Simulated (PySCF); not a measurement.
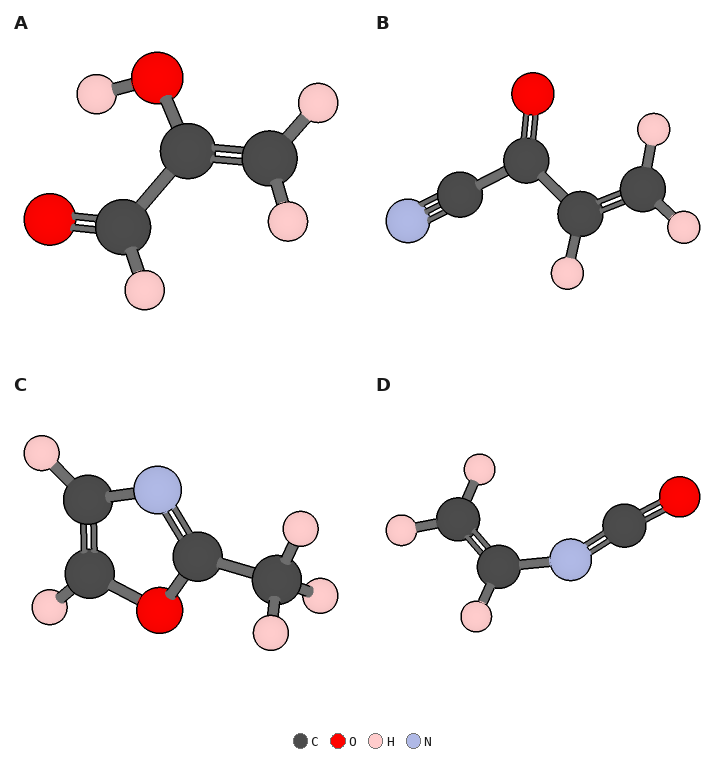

Source: calculation with PySCF.

```xyz
9
charge 0, multiplicity 1
C    -1.6371    0.0970   -0.0269
C    -0.3848   -0.1704   -0.4125
C     0.7511    0.1727    0.4703
O     0.6570    0.7036    1.5495
C     2.0852   -0.1872   -0.0566
N     3.1328   -0.4666   -0.4624
H    -1.8183    0.5696    0.9431
H    -2.4950   -0.1457   -0.6575
H    -0.1581   -0.6426   -1.3726
```

**Which panel shows the molecule in this file?**

B. The file holds C4H3NO, `C=CC(=O)C#N`.
